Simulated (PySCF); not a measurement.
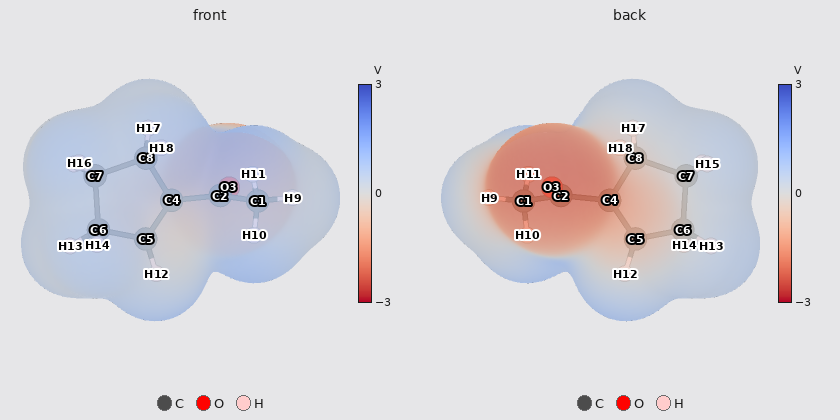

The picture shows: C₇H₁₀O (SMILES CC(=O)C1=CCCC1). The molecular electrostatic potential painted on the density surface at 0.001 e/bohr³, seen from the front and from behind; the colour scale runs from red (negative) to blue (positive).

Geometry: GFN2-xTB.

All numbers below come from BHandHLYP/pcSseg-1, SCF density, in a chloroform solvent model, non-relativistic in PySCF 2.14.0.

```yaml
atoms:
  - { symbol: C, position_ang: [2.6091, -0.5637, 0.1643] }
  - { symbol: C, position_ang: [1.6990, 0.2943, -0.6817] }
  - { symbol: O, position_ang: [2.1036, 1.0615, -1.5181] }
  - { symbol: C, position_ang: [0.2556, 0.1190, -0.3692] }
  - { symbol: C, position_ang: [-0.6024, -0.7239, -0.9233] }
  - { symbol: C, position_ang: [-1.9703, -0.6226, -0.3174] }
  - { symbol: C, position_ang: [-1.8958, 0.6621, 0.5245] }
  - { symbol: C, position_ang: [-0.3958, 0.9456, 0.7121] }
  - { symbol: H, position_ang: [3.6475, -0.4045, -0.1140] }
  - { symbol: H, position_ang: [2.3435, -1.6102, 0.0301] }
  - { symbol: H, position_ang: [2.4678, -0.3140, 1.2140] }
  - { symbol: H, position_ang: [-0.3790, -1.4301, -1.7042] }
  - { symbol: H, position_ang: [-2.7507, -0.5754, -1.0774] }
  - { symbol: H, position_ang: [-2.1671, -1.5020, 0.3029] }
  - { symbol: H, position_ang: [-2.3561, 1.4845, -0.0227] }
  - { symbol: H, position_ang: [-2.4118, 0.5598, 1.4774] }
  - { symbol: H, position_ang: [-0.1550, 2.0041, 0.6095] }
  - { symbol: H, position_ang: [-0.0420, 0.6155, 1.6932] }
```

Question: Which sites attract a positive test charge, and which a negative one?

Answer: A positive charge is drawn to the negative regions and a negative charge to the positive ones. The most negative region (about −2.0 V, or −46 kcal/mol for a unit charge) lies over O3, the most positive (about +1.0 V, or +23 kcal/mol for a unit charge) over H11 and H18. O3 is the likeliest acceptor of a hydrogen bond.
